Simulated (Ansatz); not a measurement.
# Lattice dynamics of Mg2BeN2 (built on the sites of a database entry of BaMg2Sb2), part 3 of 3

Task: relax Mg2BeN2 (built on the sites of a database entry of BaMg2Sb2), then find its harmonic phonons.

Ansatz 0.2.0; DFT PBEsol, scalar-relativistic, plane waves, PAW.

So far. Step 4 (Tight relaxation): The largest force component left is 0.056 meV/Å and the pressure is 0.002 GPa, within the tolerances set. The cell now holds 9.94 Å³/atom. Step 5 (Linear response at the zone centre): Before it was imposed, the acoustic sum rule was missed by 1.2e-4 eV/Å² and the charge sum rule by 0.011 e. Small misses are needed for a sound result but don't prove that mesh and cutoff are converged. The relaxed cell has a = 3.358, c = 5.088 Å (conventional setting).

The structure was built from a prototype and need not be the compound's stable phase.

### Step 6. Phonons on a q mesh

Stability and thermal properties need the whole zone. Linear response on a 3×3×2 q mesh gives force constants as far as a supercell of that size would, and the tensors from the zone-centre run are typed in so that the long-range dipole term is interpolated apart.

input.yaml reads:

```yaml
crystal:
  lattice:
    - [3.3580224891, 2.7e-06, 0.0]
    - [-1.6790135829, 2.908131432, 0.0]
    - [0.0, 0.0, 5.0875578533]
  atoms:
    - { symbol: Be, position: [0.0, 0.0, 0.0] }
    - { symbol: Mg, position: [0.3333333333, 0.6666666667, 0.6874943998] }
    - { symbol: Mg, position: [0.6666666667, 0.3333333333, 0.3125056002] }
    - { symbol: "N", position: [0.3333333333, 0.6666666667, 0.2163585109] }
    - { symbol: "N", position: [0.6666666667, 0.3333333333, 0.7836414891] }
kpoints:
  mp_grid: { grid: [9, 9, 6] }
hamiltonian:
  xc: pbesol
scf:
  occupations: { method: fixed }
output:
  eigenvalues: true
phonons:
  method: dfpt
  qmesh: [3, 3, 2]
  temperatures: { t_max: 1000, t_step: 50 }
  qpath:
    path:
      - [[0.0, 0.0, 0.0], [0.5, 0.0, 0.0], [0.33333333, 0.33333333, 0.0], [0.0, 0.0, 0.0], [0.0, 0.0, 0.5], [0.5, 0.0, 0.5], [0.33333333, 0.33333333, 0.5], [0.0, 0.0, 0.5]]
      - [[0.5, 0.0, 0.5], [0.5, 0.0, 0.0]]
      - [[0.33333333, 0.33333333, 0.5], [0.33333333, 0.33333333, 0.0]]
    npoints: 10
  non_analytic_term:
    high_frequency_dielectric_tensor: [[6.2054, 0.0, 0.0], [0.0, 6.2054, 0.0], [0.0, 0.0, 7.0745]]
    born_effective_charges:
      - { species: Be, tensor: [[2.6425, 0.0, 0.0], [0.0, 2.6425, 0.0], [0.0, 0.0, 1.8228]] }
      - { species: Mg, tensor: [[1.5793, 0.0, 0.0], [0.0, 1.5793, 0.0], [0.0, 0.0, 2.0764]] }
      - { species: Mg, tensor: [[1.5793, 0.0, 0.0], [0.0, 1.5793, 0.0], [0.0, 0.0, 2.0764]] }
      - { species: "N", tensor: [[-2.9006, 0.0, 0.0], [0.0, -2.9006, 0.0], [0.0, 0.0, -2.9878]] }
      - { species: "N", tensor: [[-2.9006, 0.0, 0.0], [0.0, -2.9006, 0.0], [0.0, 0.0, -2.9878]] }
    source: "zone-centre run at this cell"
```

Launch:

```sh
> ansatz run input.yaml --threads 8 --pin off --max-ram 14336MiB --backend cpu --events-out ev --progress --plain --runs-dir out
```

Numbers of over 12 decimals in the logs are rounded to 6 here.

The program printed:

```text
Warning: phonons: the dynamical matrix that this run interpolates holds no multipole term above the dipole-dipole one, and a site of this crystal is no centre of inversion, so its interpolated transverse optical and acoustic branches and sound speeds can stay off near Gamma, and the density of states and the thermodynamics with them. What a run solves at a wave vector of phonons.qpoints, Gamma apart, where the deck admits one, is free of this, and under fd what a larger phonons.supercell samples
[...]
Crystal: 5 atoms, lattice volume = 49.683 Å³
Basis set: ecut = 420 eV, 953 PW (Γ), exchange–correlation on 48×48×72 points (8 copies of the dense FFT grid, shifted against one another)
Bands: 21, of which v1, the nominal top of the filled ones, is band 16 counted from 1 (15 counted from 0)
Symmetry: 12 space group operations
k-points: 62 of 486
[...]
SCF iter   1: F=—  HF=-4673.122778 eV  |F-HF|=—  |Δ(HF+E_count)|=         —  Δρ=1.16e-2  dr2=7.10e-2  ethr=1.77e-3  ⟨swp⟩=5.0  Hψ=5508  notcnv=0  defer=179
[...]
SCF iter   8: F=-4673.102539 eV  HF=-4673.102539 eV  |F-HF|=2.73e-12  |Δ(HF+E_count)|=  6.37e-12  Δρ=1.42e-7  dr2=9.34e-12  ethr=1.00e-12  ⟨swp⟩=9.5  Hψ=7646  notcnv=0
SCF 1 converged in 8 iterations: F = -4673.102539 eV  dr2 = 9.34e-12
[...]
DFPT response loops at q = (0, 0, 0) (fractional): preconditioner auto → Resta (q_TF=auto, 2.535 Å⁻¹)  ε∞=6.7 (no band partly filled); β = 1.00, the filter's whole step (`scf.mixing.beta` (0.50) is not read by the response loops at its default; to damp them type it under 1.00, their step now; it binds the ground state too); Broyden in place of MSR1
[...]
SCF converged after 8 iterations
Free energy (F): -4673.102539 eV
[...]
Internal energy: -4673.102539 eV  (E = F + TS)
E sigma→0 (E₀):  -4673.102539 eV
Fermi energy:    8.648279 eV
[...]
--- Band table (eV; the first three rows and the last of 62) ---
  k-point 0: bands = [... 12 lower, 6.9946, 7.3213, 7.3213, 8.6483, 10.0036, 11.8983, 14.9229, 14.9229, ... 1 higher]
  k-point 1: bands = [... 12 lower, 7.0156, 7.3042, 7.3042, 7.8389, 10.6744, 11.9636, 14.8745, 14.8745, ... 1 higher]
  k-point 2: bands = [... 12 lower, 7.0689, 7.0689, 7.2575, 7.2575, 11.3730, 12.2885, 14.7846, 14.7846, ... 1 higher]
  k-point 61: bands = [... 12 lower, 3.8023, 4.4176, 7.8816, 7.8816, 13.3321, 14.1869, 14.1869, 14.5077, ... 1 higher]
--- Phonons (Γ-DFPT): 6 representative perturbations + reference (Σ response iterations 17) ---
  ASR residual: 1.177e-4 → 0.000e0 eV/Å²; symmetrization residual: 2.593e-6 eV/Å²
  ASR residual per site (eV/Å²): 1.18e-4 7.72e-5 7.72e-5 1.04e-4 1.04e-4
[...]
--- Phonons (arbitrary-q DFPT): 6 irreducible q on the 3×3×2 mesh ---
  q = [0.0000, 0.0000, 0.0000] (star 1, of the zone-centre solve; hermiticity 3.44e-7, symmetrization 2.56e-8): -212.53 -212.53 -138.27 -0.00 0.00 0.00 263.10 263.10 295.51 488.14 565.23 605.61 605.61 605.70 605.70
  q = [0.0000, 0.0000, -0.5000] (star 1, 6 solved perturbations in 918 linear systems a pass and spin channel, the states on 244 of 486 k-point pairs; hermiticity 1.44e-5, symmetrization 1.15e-6): -191.70 -191.70 145.57 145.57 196.84 200.11 221.38 221.38 440.04 504.05 602.74 602.74 605.24 605.24 626.58
[...]
sum rule: each row above includes the acoustic sum rule's correction from the zone centre's row sums; it moved no ω² by more than (1.88 cm⁻¹)²
  mesh force constants: q→R imaginary residual 0.00e0; ASR residual 1.177e-4 → 0.000e0 eV/Å²; symmetrization residual 1.776e-14 eV/Å²
  interpolated dispersion: 94 rows × 15 modes
  density of states and harmonic sums: on the 21×21×12 q-mesh, interpolated from the force constants of a 3×3×2 supercell (with the dipole–dipole term of supplied tensors)
  largest difference from the sums on the solved wave vectors: F 4.52e-2 eV, S 5.82e-5 and C_V 2.12e-5 eV/K
  zero-point energy: 0.333515 eV/cell   skipped modes (ω ≤ 0): 1331, of them read as no rigid motion or as one in doubt: 1328 (2.599e0 modes/cell left out, lowest -365.21 cm⁻¹)   left out of the sums: 1.73e-1 of the cell's modes: C_V's classical limit lies that fraction below 3 k_B per atom; for a crystal, a wire or a layer, F and S can be off by more, and a phonons.interpolated_qmesh denser along its periods is the remedy for the sampling
```

It took 2 min on 8 threads of Arm Neoverse V2, shared host; peak memory 1.5 GiB.

Numbers from this step:

| Quantity | Value |
| --- | --- |
| sum-rule residual before enforcement | 1.18e-4 eV/Å² |
| lowest frequency on the path | -365.6 cm⁻¹ |
| highest frequency on the path or at a solved wavevector | 754.2 cm⁻¹ |
| lowest mode on the q mesh (acoustic modes at Γ apart) | -347.5 cm⁻¹ |

Frequencies (cm⁻¹) solved at each irreducible wavevector; negative means imaginary. Frequencies by wavevector, by row:

| q in reciprocal lattice units | star | mode 1 | mode 2 | mode 3 | mode 4 | mode 13 | mode 14 | mode 15 |
| --- | --- | --- | --- | --- | --- | --- | --- | --- |
| 0 0 0 | 1 | -212.5 | -212.5 | -138.3 | 0 | 605.6 | 605.7 | 605.7 |
| 0 0 -0.5 | 1 | -191.7 | -191.7 | 145.6 | 145.6 | 605.2 | 605.2 | 626.6 |
| 0 0.3333 0 | 6 | -310 | -250.3 | 59.1 | 103.1 | 624.6 | 646.6 | 708.7 |
| 0 0.3333 -0.5 | 6 | -347.5 | -308.4 | 130.6 | 202 | 620.2 | 659.5 | 688 |
| 0.3333 0.3333 0 | 2 | -298.1 | -297.6 | -297.6 | 184.3 | 646 | 646 | 655.8 |
| 0.3333 0.3333 -0.5 | 2 | -286.2 | -286.2 | -201.9 | 220.2 | 621.9 | 632.1 | 647.2 |

Interpolated from a 3×3×2 q mesh, with the LO-TO term (at Γ the limit along the path; where Γ stands inside the path, tables give the limit on arrival). Phonon branches along the path, in cm⁻¹:

| point | branch 1 | branch 2 | branch 3 | branch 4 | branch 12 | branch 13 | branch 14 | branch 15 |
| --- | --- | --- | --- | --- | --- | --- | --- | --- |
| Γ | -212 | -138 | 0 | 0 | 606 | 606 | 606 | 754 |
| M | -322 | -291 | 97 | 127 | 582 | 625 | 632 | 688 |
| K | -298 | -298 | -298 | 184 | 618 | 646 | 646 | 656 |
| Γ | -212 | -138 | 0 | 0 | 606 | 606 | 606 | 754 |
| A | -192 | -192 | 146 | 146 | 603 | 605 | 605 | 627 |
| L | -366 | -316 | 52 | 215 | 626 | 626 | 642 | 655 |
| H | -286 | -286 | -202 | 220 | 622 | 622 | 632 | 647 |
| A | -192 | -192 | 146 | 146 | 603 | 605 | 605 | 627 |
| jump to L | -366 | -316 | 52 | 215 | 626 | 626 | 642 | 655 |
| M | -322 | -291 | 97 | 127 | 582 | 625 | 632 | 688 |
| jump to H | -286 | -286 | -202 | 220 | 622 | 622 | 632 | 647 |
| K | -298 | -298 | -298 | 184 | 618 | 646 | 646 | 656 |

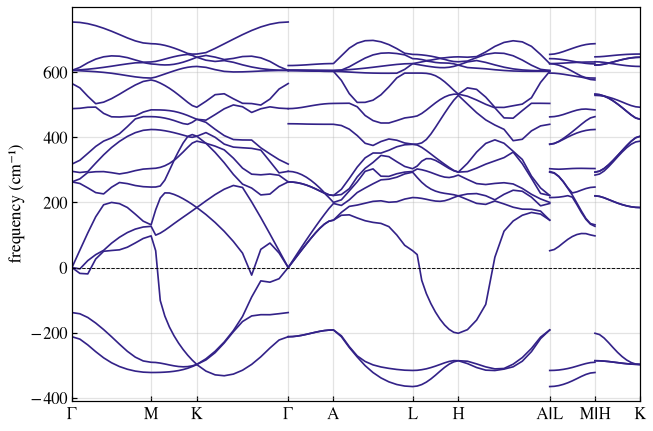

Phonon branches along the path.

The phonon density of states has structure finer than the step of the table below, so its rows give means over 50 cm⁻¹, whole bins alone (the curve runs from -365 to 755 cm⁻¹). Peaks (cm⁻¹: height): -325.0: 0.0289, 205.0: 0.0279, 285.0: 0.0263, 475.0: 0.0265, 605.0: 0.0600, 625.0: 0.0507, 645.0: 0.0583.

Tetrahedra on a 21×21×12 mesh, mean over bins of 10 cm-1. Interpolated from a 3×3×2 q mesh. Phonon density of states against wavenumber; means over each step:

| wavenumber (cm⁻¹) | phonon density of states (1/cm⁻¹/cell) |
| --- | --- |
| -300 | 0.0229 |
| -250 | 0.00768 |
| -200 | 0.00479 |
| -150 | 0.00343 |
| -100 | 0.00243 |
| -50 | 0.00197 |
| 0 | 0.00178 |
| 50 | 0.00296 |
| 100 | 0.00599 |
| 150 | 0.00773 |
| 200 | 0.0207 |
| 250 | 0.0220 |
| 300 | 0.0203 |
| 350 | 0.0189 |
| 400 | 0.0206 |
| 450 | 0.0160 |
| 500 | 0.0191 |
| 550 | 0.0101 |
| 600 | 0.0345 |
| 650 | 0.0346 |
| 700 | 0.0125 |

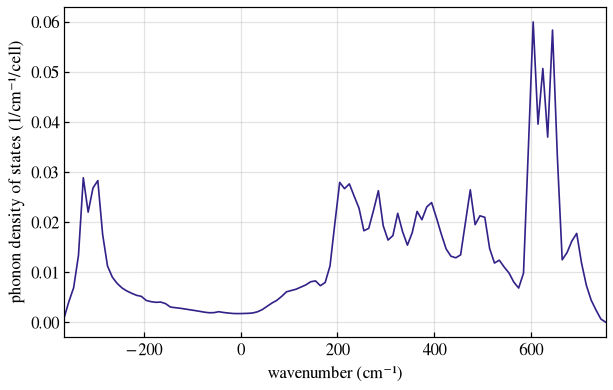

Phonon density of states, plotted against wavenumber.

The partial phonon density of states has structure finer than the step of the table below, so its rows give means over 50 cm⁻¹, whole bins alone (the curve runs from -375 to 785 cm⁻¹). Peaks (cm⁻¹: height): Be -316.3: 0.016, 471.6: 0.00546, 646.7: 0.00516; Mg -301.7: 0.00707, 282.0: 0.0130, 391.4: 0.0134, 471.6: 0.0116, 603.0: 0.0172; N 223.6: 0.0130, 500.8: 0.00819, 632.2: 0.0322.

Phonopy on the run's constants, 19x19x11 mesh, Gaussian sigma 8.3 cm-1. Interpolated from a 3×3×2 q mesh. Partial phonon density of states against wavenumber; means over each step; values in 1/cm⁻¹/cell:

| wavenumber (cm⁻¹) | Be | Mg | N |
| --- | --- | --- | --- |
| -300 | 0.0136 | 0.00558 | 0.00319 |
| -250 | 0.00456 | 0.00192 | 0.00144 |
| -200 | 0.00236 | 0.00133 | 0.00113 |
| -150 | 0.00126 | 0.00130 | 0.00115 |
| -100 | 7.7e-4 | 9.4e-4 | 7.9e-4 |
| -50 | 4.4e-4 | 8.3e-4 | 6.4e-4 |
| 0 | 1.7e-4 | 4.0e-4 | 3.8e-4 |
| 50 | 6.7e-4 | 0.00126 | 0.00133 |
| 100 | 9.0e-4 | 0.00263 | 0.00239 |
| 150 | 7.0e-4 | 0.00342 | 0.00374 |
| 200 | 0.00108 | 0.00907 | 0.0104 |
| 250 | 0.00137 | 0.0118 | 0.00924 |
| 300 | 0.00185 | 0.0114 | 0.00678 |
| 350 | 0.00272 | 0.0109 | 0.00533 |
| 400 | 0.00341 | 0.0122 | 0.00482 |
| 450 | 0.00363 | 0.00897 | 0.00363 |
| 500 | 0.00458 | 0.00830 | 0.00608 |
| 550 | 0.00292 | 0.00420 | 0.00306 |
| 600 | 0.00188 | 0.0114 | 0.0212 |
| 650 | 0.00381 | 0.00731 | 0.0236 |
| 700 | 0.00176 | 0.00284 | 0.00759 |
| 750 | 8.2e-5 | 3.6e-4 | 8.3e-4 |

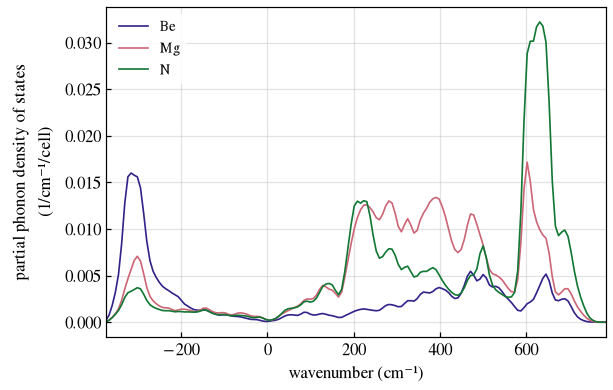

Partial phonon density of states, plotted against wavenumber.

Symmetry leaves 6 wavevectors to solve. The lowest mode among them, the acoustic zeros apart, lies at q = (0, 0.333, -0.5) and is imaginary, 347.5i cm⁻¹, so the energy falls along it. Between them the interpolated path dips to 366i cm⁻¹.

### Step 7. Isotope substitution, element Mg, natural mass 24.305 amu

An isotope changes the mass and not the force constants, so no new electronic calculation is needed; the shifts show which modes move this element.

The same force constants with the mass of Mg changed from 24.305 to 25.983 u (phonopy, no LO-TO term). Both lists are sorted by frequency; levels can cross, so a row need not hold one and the same mode. Modes under 3 cm⁻¹ are left out. Isotope shifts, by row, the first 40 of 57 rows:

| q | rank | natural mass (cm⁻¹) | changed mass (cm⁻¹) |
| --- | --- | --- | --- |
| 0 0 0 | 1 | -212.5 | -212.4 |
| 0 0 0 | 2 | -212.5 | -212.4 |
| 0 0 0 | 3 | -138.3 | -136.9 |
| 0 0 0 | 7 | 263.1 | 257.7 |
| 0 0 0 | 8 | 263.1 | 257.7 |
| 0 0 0 | 9 | 295.5 | 287.7 |
| 0 0 0 | 10 | 488.1 | 484.9 |
| 0 0 0 | 11 | 565.2 | 562.9 |
| 0 0 0 | 12 | 605.6 | 597.4 |
| 0 0 0 | 13 | 605.6 | 597.4 |
| 0 0 0 | 14 | 605.7 | 598.1 |
| 0 0 0 | 15 | 605.7 | 598.1 |
| 0 0 -0.5 | 1 | -191.7 | -191.7 |
| 0 0 -0.5 | 2 | -191.7 | -191.7 |
| 0 0 -0.5 | 3 | 145.6 | 142.6 |
| 0 0 -0.5 | 4 | 145.6 | 142.6 |
| 0 0 -0.5 | 5 | 196.8 | 193.9 |
| 0 0 -0.5 | 6 | 200.1 | 194.7 |
| 0 0 -0.5 | 7 | 221.4 | 217.2 |
| 0 0 -0.5 | 8 | 221.4 | 217.2 |
| 0 0 -0.5 | 9 | 440 | 432 |
| 0 0 -0.5 | 10 | 504.1 | 501.1 |
| 0 0 -0.5 | 11 | 602.7 | 594.3 |
| 0 0 -0.5 | 12 | 602.7 | 594.3 |
| 0 0 -0.5 | 13 | 605.2 | 597.7 |
| 0 0 -0.5 | 14 | 605.2 | 597.7 |
| 0 0 -0.5 | 15 | 626.6 | 626.6 |
| 0 0.3333 0 | 1 | -310 | -308.7 |
| 0 0.3333 0 | 2 | -250.3 | -247.6 |
| 0 0.3333 0 | 3 | 59.09 | 58.5 |
| 0 0.3333 0 | 4 | 103.1 | 101.1 |
| 0 0.3333 0 | 5 | 189.5 | 185.8 |
| 0 0.3333 0 | 6 | 259.9 | 254.8 |
| 0 0.3333 0 | 7 | 289.5 | 285.6 |
| 0 0.3333 0 | 8 | 398.1 | 390.4 |
| 0 0.3333 0 | 9 | 424.9 | 415.1 |
| 0 0.3333 0 | 10 | 463.6 | 457.2 |
| 0 0.3333 0 | 11 | 542.1 | 537.1 |
| 0 0.3333 0 | 12 | 590.7 | 582.4 |
| 0 0.3333 0 | 13 | 624.6 | 618.9 |

A mode of this element alone would shift by -3.28 %. The highest zone-centre frequency without the field goes from 605.7 to 598.1 cm⁻¹ (-1.3 %).

### Step 8. Isotope substitution, element N, natural mass 14.007 amu

The same for N, from 14.01 to 15.00 u.

The same force constants with the mass of N changed from 14.007 to 15.000 u (phonopy, no LO-TO term). Both lists are sorted by frequency; levels can cross, so a row need not hold one and the same mode. Modes under 3 cm⁻¹ are left out. Isotope shifts, by row, the first 40 of 57 rows:

| q | rank | natural mass (cm⁻¹) | changed mass (cm⁻¹) |
| --- | --- | --- | --- |
| 0 0 0 | 1 | -212.5 | -211.5 |
| 0 0 0 | 2 | -212.5 | -211.5 |
| 0 0 0 | 3 | -138.3 | -135.2 |
| 0 0 0 | 7 | 263.1 | 259.5 |
| 0 0 0 | 8 | 263.1 | 259.5 |
| 0 0 0 | 9 | 295.5 | 293.3 |
| 0 0 0 | 10 | 488.1 | 475.3 |
| 0 0 0 | 11 | 565.2 | 565.2 |
| 0 0 0 | 12 | 605.6 | 593.3 |
| 0 0 0 | 13 | 605.6 | 593.3 |
| 0 0 0 | 14 | 605.7 | 594.9 |
| 0 0 0 | 15 | 605.7 | 594.9 |
| 0 0 -0.5 | 1 | -191.7 | -191.4 |
| 0 0 -0.5 | 2 | -191.7 | -191.4 |
| 0 0 -0.5 | 3 | 145.6 | 143.6 |
| 0 0 -0.5 | 4 | 145.6 | 143.6 |
| 0 0 -0.5 | 5 | 196.8 | 193.8 |
| 0 0 -0.5 | 6 | 200.1 | 198.8 |
| 0 0 -0.5 | 7 | 221.4 | 218 |
| 0 0 -0.5 | 8 | 221.4 | 218 |
| 0 0 -0.5 | 9 | 440 | 434.7 |
| 0 0 -0.5 | 10 | 504.1 | 490.3 |
| 0 0 -0.5 | 11 | 602.7 | 592.3 |
| 0 0 -0.5 | 12 | 602.7 | 592.3 |
| 0 0 -0.5 | 13 | 605.2 | 592.8 |
| 0 0 -0.5 | 14 | 605.2 | 592.8 |
| 0 0 -0.5 | 15 | 626.6 | 622.3 |
| 0 0.3333 0 | 1 | -310 | -308.4 |
| 0 0.3333 0 | 2 | -250.3 | -248.7 |
| 0 0.3333 0 | 3 | 59.09 | 57.92 |
| 0 0.3333 0 | 4 | 103.1 | 101.6 |
| 0 0.3333 0 | 5 | 189.5 | 188.3 |
| 0 0.3333 0 | 6 | 259.9 | 257 |
| 0 0.3333 0 | 7 | 289.5 | 285 |
| 0 0.3333 0 | 8 | 398.1 | 395.4 |
| 0 0.3333 0 | 9 | 424.9 | 422.2 |
| 0 0.3333 0 | 10 | 463.6 | 457.1 |
| 0 0.3333 0 | 11 | 542.1 | 535.1 |
| 0 0.3333 0 | 12 | 590.7 | 579.8 |
| 0 0.3333 0 | 13 | 624.6 | 610.3 |

A mode of this element alone would shift by -3.37 %. The highest zone-centre frequency without the field goes from 605.7 to 594.9 cm⁻¹ (-1.8 %).

### Step 9. Outcome

| Item | Value |
| --- | --- |
| space group after relaxation (within 0.01 Å) | P-3m1 |
| volume per atom | 9.94 Å³ |
| gap on the k-mesh | 1.36 eV |
| highest optical mode at the zone centre (no LO-TO term) | 606 cm⁻¹ |
| top of the zone-centre spectrum with the field | 754 cm⁻¹ |
| lowest optical zone-centre mode | -213 cm⁻¹ |
| mean high-frequency dielectric constant | 6.50 |
| largest Born charge (third of the trace) | -2.93 e |
| lowest mode on the q mesh (acoustic modes at Γ apart) | -347 cm⁻¹ |
| highest frequency on the path or at a solved wavevector | 754 cm⁻¹ |
| imaginary modes on the 3×3×2 q mesh | yes |

**Reading.** Modes are clearly imaginary (beyond 10i cm⁻¹) at 6 of the 6 irreducible wavevectors, most at q = (0, 0.333, -0.5) (347.5i cm⁻¹), so this structure is not a minimum of the energy. Without the field, the optical modes at Γ span -213 to 606 cm⁻¹ (negative means imaginary). With the macroscopic field of the longitudinal modes the top of the zone-centre spectrum lies at 754 cm⁻¹, against 606 cm⁻¹ without it. Among the real modes, the strongest infrared line is at 606 cm⁻¹. Averaged over orientations, the strongest Raman line at 532 nm and 300 K is at 488 cm⁻¹. The tensors are the static, non-resonant ones, while 532 nm light (2.33 eV) lies above the computed gap. With the field response the log warns that the k mesh is coarse for the force constants too, so the frequencies may not be converged. The program warns that the interpolation holds no quadrupole term, so branches close to Γ can be off in this crystal. The starting cell was built on a prototype and not taken from a measurement, so the phase need not exist. These are harmonic frequencies at zero temperature: anharmonic shifts, linewidths and thermal expansion are left out.

[Logs are printed without paths, hosts, clocks, repeated set-up lines and the standing remarks that a program may print on its own settings, such as how far it seeks lower states.]

[Hosts, paths, dates, database ids (printed as entryN), source tags and the programs' standing remarks are cut or masked in the printed files.]
